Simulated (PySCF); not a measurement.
**C8H15Al: density, localisation and related maps**

Input

```
{"job": {"kind": "nmr", "xc": "PBE0", "basis": "pcSseg-1"}, "charge": 0, "multiplicity": 1}
C      3.479772    -0.823468     0.780694
C      2.521157     0.058380     0.565279
C      1.345451    -0.159272    -0.332342
C      1.424379     0.787373    -1.560898
Al    -0.460887     0.530180    -2.154111
C     -1.189070    -0.274430    -0.458251
C     -2.511678     0.296216     0.077863
C     -2.934744    -0.321588     1.408034
C      0.024338     0.068618     0.435585
H      3.465749    -1.798315     0.320331
H      4.318010    -0.614793     1.424164
H      2.559611     1.032242     1.038577
H      1.351965    -1.198063    -0.688270
H      2.259077     0.485838    -2.202226
H      1.672519     1.797912    -1.207798
H     -1.214867     0.865540    -3.457015
H     -1.292896    -1.371493    -0.461870
H     -2.419506     1.380793     0.196111
H     -3.298817     0.118389    -0.662068
H     -3.016315    -1.402913     1.315951
H     -3.901424     0.068368     1.720987
H     -2.209387    -0.096816     2.186223
H     -0.026423     1.122322     0.727784
H      0.042250    -0.531256     1.349102
```

Run with:

```sh
OMP_NUM_THREADS=1 python probes_run.py task.json out
```

Geometry: GFN2-xTB.

Method: PySCF 2.14.0, PBE0/pcSseg-1, SCF density, gas phase, non-relativistic.

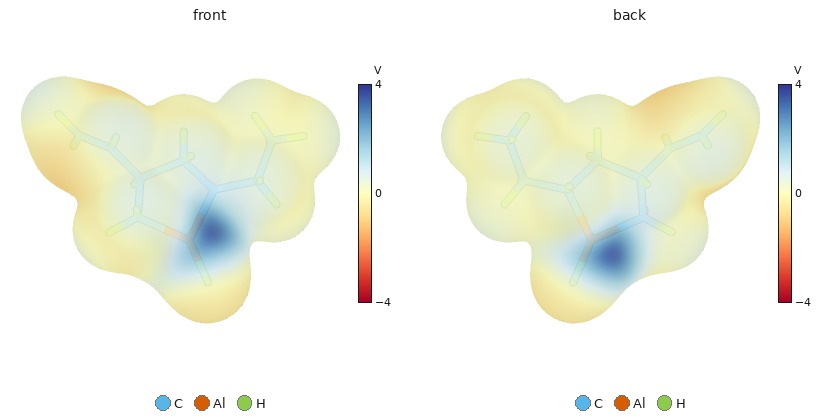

Figure 1. The molecular electrostatic potential painted on the density surface at 0.002 e/bohr³, seen from the front and from behind; the colour scale runs from red (negative) to blue (positive).

Question: Where is the surface potential most negative and most positive?

Answer: The most negative region (about −0.8 V) lies over the π face of C1 and C2, the most positive (about +3.3 V) over Al5.

Question: How polar is the molecule by this calculation?

Answer: Its dipole moment is 0.32 D.

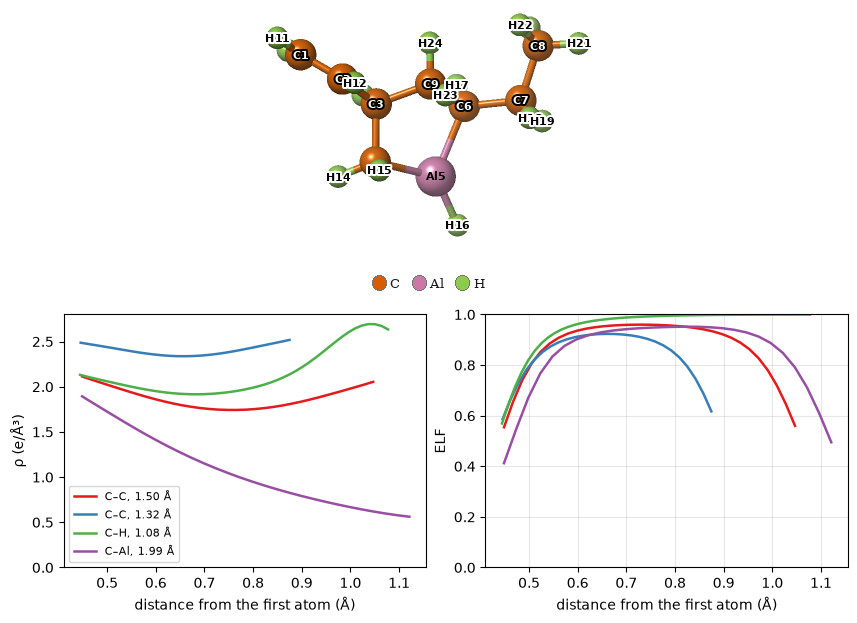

Figure 2. Total electron density and ELF along straight lines between neighbouring atoms. The curves leave out the atomic cores. The structure is drawn too.

Question: What kind of bonding do the profiles show?

Answer: C–C (1.50 Å): the density is about 1.7 e/Å³ at the midpoint; the ELF peaks at about 0.95 between the atoms, as expected for localised, covalent bonding.
C–C (1.32 Å): ρ at the midpoint is about 2.3 e/Å³; the ELF peaks at about 0.90 between the atoms (a multiple bond).
C–H (1.08 Å): ρ is about 2 e/Å³ halfway; the ELF climbs to about 1 towards the hydrogen, as it does in any bond to H: a covalent bond by its length.
C–Al (1.99 Å): the density is about 0.67 e/Å³ at the midpoint; the ELF peaks at about 0.95 between the atoms: a polar covalent bond.
